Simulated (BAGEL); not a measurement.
# B3LYP/6-311+G(d,p) (density fitting with qzvpp-jkfit) run of C2H2FSi− (SMILES C#C[SiH-]F)

Aim: the energy change on altering one bond length of C2H2FSi− at B3LYP/6-311+G** (density fitting with qzvpp-jkfit), from 2 runs. 

The calculation is run with BAGEL 1.2.2.

2 further runs of the same task are left out: 2 set aside as unsound or not needed. Runs told in other sessions of the task aren't counted.

### Step 1. The structure to begin with

C2H2FSi− has 6 atoms, charge -1, and is taken as a singlet. SMILES: `C#C[SiH-]F`. The shape is that of a GFN2-xTB optimisation.

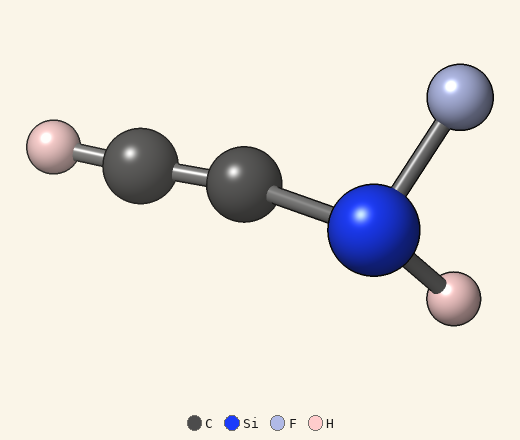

The structure, seen from a chosen angle (carbon dark grey, silicon blue, fluorine light blue, hydrogen pink).

### Step 2. The energy at B3LYP/6-311+G(d,p) (density fitting with qzvpp-jkfit)

Input file calc.json:

```json
{ "bagel" : [

{
  "title" : "molecule",
  "basis" : "6-311+gss.json",
  "df_basis" : "qzvpp-jkfit",
  "angstrom" : true,
  "geometry" : [
    { "atom" : "C", "xyz" : [       1.111270,      -0.445760,      -1.230420 ] },
    { "atom" : "C", "xyz" : [       0.327710,      -0.094560,      -0.377550 ] },
    { "atom" : "Si", "xyz" : [      -0.326790,       0.561260,       1.245330 ] },
    { "atom" : "F", "xyz" : [      -1.396830,      -0.723260,       1.675750 ] },
    { "atom" : "H", "xyz" : [       1.713780,      -0.774250,      -2.040660 ] },
    { "atom" : "H", "xyz" : [      -1.429140,       1.476570,       0.727570 ] }
  ]
},

{
  "title" : "ks",
  "xc_func" : "b3lyp",
  "charge" : -1
},

{
  "title" : "print",
  "file" : "orbitals.molden",
  "orbitals" : true
}

]}
```

The basis set 6-311+G** is read from a file made from the Basis Set Exchange's data (not shown).

Started as:

```console
$ BAGEL_NUM_THREADS=1 BAGEL calc.json > calc.out
```

The program printed:

```text
* using 1 threads per process

  ===============================================================
  ===============================================================

  *** Geometry ***

  { "atom" : "C", "xyz" : [      2.099996,     -0.842364,     -2.325157 ] },
  { "atom" : "C", "xyz" : [      0.619282,     -0.178693,     -0.713466 ] },
  { "atom" : "Si", "xyz" : [     -0.617544,      1.060628,      2.353333 ] },
  { "atom" : "F", "xyz" : [     -2.639626,     -1.366763,      3.166709 ] },
  { "atom" : "H", "xyz" : [      3.238575,     -1.463120,     -3.856289 ] },
  { "atom" : "H", "xyz" : [     -2.700683,      2.790313,      1.374908 ] },

  Number of auxiliary basis functions:      391

  Since a DF basis is specified, we compute 2- and 3-index integrals:
    o Being stored without compression. Storage requirement is 0.036 GB

  Number of basis functions:      108
  Number of electrons      :       37

    * METHOD: MOLECULE                             0.17

  *** Kohn-Sham DFT ***

    * Removing 8979 points whose weight is below 1.00e-10
    * Grid points: 80457

  === Nuclear Repulsion ===
   126.8097802611

       - DIIS with orbital gradients will be used.

  === KS iteration (b3lyp / 6-311+gss.json) ===
      0       -364.62784932          0.28533517           0.33
      1       -265.37683236          0.23500987           0.32
      2       -340.97839136          0.24728510           0.32
      3       -446.82943998          0.12787845           0.32
      4       -465.60161355          0.05484696           0.32
      5       -465.86318670          0.04925787           0.33
      6       -466.68037255          0.02169755           0.32
      7       -466.82013515          0.00758753           0.32
      8       -466.83791850          0.00249860           0.32
      9       -466.83989484          0.00099221           0.32
     10       -466.84024300          0.00017082           0.32
     11       -466.84025397          0.00003123           0.32
     12       -466.84025445          0.00000858           0.32
     13       -466.84025449          0.00000197           0.32
     14       -466.84025449          0.00000169           0.32
     15       -466.84025449          0.00000047           0.32
     16       -466.84025449          0.00000025           0.32
     17       -466.84025449          0.00000008           0.32
     18       -466.84025449          0.00000002           0.32
     19       -466.84025449          0.00000001           0.32
    * SCF iteration converged.

    * Permanent dipole moment:
           (   -0.320870,     0.345599,     0.927203) a.u.

    * METHOD: KS                                   6.90

    * METHOD: PRINT                                0.03

  ===============================================================
```

Run time: 7.5 s. Hardware: 1 thread of Arm Neoverse V1, shared host; peak memory 0.41 GiB.

### Step 3. The distorted shape, same level

Input file input.json:

```json
{ "bagel" : [

{
  "title" : "molecule",
  "basis" : "6-311+gss.json",
  "df_basis" : "qzvpp-jkfit",
  "angstrom" : true,
  "geometry" : [
    { "atom" : "C", "xyz" : [    1.646287,    0.196496,   -1.445629 ] },
    { "atom" : "C", "xyz" : [    0.862727,    0.547696,   -0.592759 ] },
    { "atom" : "Si", "xyz" : [    0.208227,    1.203516,    1.030121 ] },
    { "atom" : "F", "xyz" : [   -1.396830,   -0.723260,    1.675750 ] },
    { "atom" : "H", "xyz" : [    2.248797,   -0.131994,   -2.255869 ] },
    { "atom" : "H", "xyz" : [   -0.894123,    2.118826,    0.512361 ] }
  ]
},
{ "title" : "ks", "xc_func" : "b3lyp", "charge" : -1 },
{ "title" : "print", "file" : "orbitals.molden", "orbitals" : true }

]}
```

The basis set 6-311+G** is read from a file made from the Basis Set Exchange's data (not shown).

Started as:

```console
$ BAGEL_NUM_THREADS=1 BAGEL input.json > input.out
```

The program printed:

```text
* using 1 threads per process

  ===============================================================
  ===============================================================

  *** Geometry ***

  { "atom" : "C", "xyz" : [      3.111032,      0.371324,     -2.731843 ] },
  { "atom" : "C", "xyz" : [      1.630318,      1.034995,     -1.120152 ] },
  { "atom" : "Si", "xyz" : [      0.393492,      2.274316,      1.946647 ] },
  { "atom" : "F", "xyz" : [     -2.639626,     -1.366763,      3.166709 ] },
  { "atom" : "H", "xyz" : [      4.249610,     -0.249433,     -4.262975 ] },
  { "atom" : "H", "xyz" : [     -1.689648,      4.004001,      0.968222 ] },

  Number of auxiliary basis functions:      391

  Since a DF basis is specified, we compute 2- and 3-index integrals:
    o Being stored without compression. Storage requirement is 0.036 GB

  Number of basis functions:      108
  Number of electrons      :       37

    * METHOD: MOLECULE                             0.17

  *** Kohn-Sham DFT ***

    * Removing 8237 points whose weight is below 1.00e-10
    * Grid points: 81199

  === Nuclear Repulsion ===
   110.2872630103

       - DIIS with orbital gradients will be used.

  === KS iteration (b3lyp / 6-311+gss.json) ===
      0       -375.13483781          0.29547042           0.33
      1       -284.17572275          0.20984297           0.32
      2       -347.33816955          0.24429526           0.32
      3       -447.78731068          0.14080213           0.32
      4       -450.19741666          0.10591043           0.32
      5       -463.28414231          0.08545931           0.32
      6       -465.19233256          0.05574393           0.32
      7       -463.93449274          0.07095599           0.32
      8       -466.58636356          0.02030006           0.32
      9       -466.63136529          0.01941886           0.32
     10       -466.77216403          0.00476277           0.32
     11       -466.77836577          0.00237517           0.32
     12       -466.78026883          0.00044088           0.32
     13       -466.78034826          0.00008826           0.32
     14       -466.78034613          0.00011883           0.32
     15       -466.78035115          0.00004659           0.32
     16       -466.78035201          0.00000377           0.32
     17       -466.78035201          0.00000327           0.32
     18       -466.78035202          0.00000174           0.32
     19       -466.78035202          0.00000024           0.32
     20       -466.78035202          0.00000012           0.32
     21       -466.78035202          0.00000005           0.32
     22       -466.78035202          0.00000004           0.32
     23       -466.78035202          0.00000000           0.32
    * SCF iteration converged.

    * Permanent dipole moment:
           (   -1.643316,    -0.997670,     1.573346) a.u.

    * METHOD: KS                                   8.09

    * METHOD: PRINT                                0.03

  ===============================================================
```

It took 8.7 s on 1 thread of Arm Neoverse V1, shared host; peak memory 0.41 GiB.

### Step 4. Results

At B3LYP/6-311+G** (density fitting with qzvpp-jkfit):

| quantity | value |
| --- | --- |
| first shape: total energy | -466.84025 Eh |
| first shape: HOMO energy | -0.12 eV |
| first shape: LUMO energy | 3.32 eV |
| first shape: HOMO–LUMO gap (to an unbound level, set by the basis) | 3.44 eV |
| distorted shape: total energy | -466.78035 Eh |
| distorted shape: HOMO energy | -1.40 eV |
| distorted shape: LUMO energy | 2.22 eV |
| distorted shape: HOMO–LUMO gap (to an unbound level, set by the basis) | 3.63 eV |
| energy change with the Si3–F4 bond stretched from 1.726 to 2.590 Å | 1.630 eV |

**Reading.** With the Si3–F4 bond stretched from 1.726 to 2.590 Å the energy rises by 1.63 eV (38 kcal/mol). The first shape isn't relaxed at this level, so the change isn't measured from a minimum.
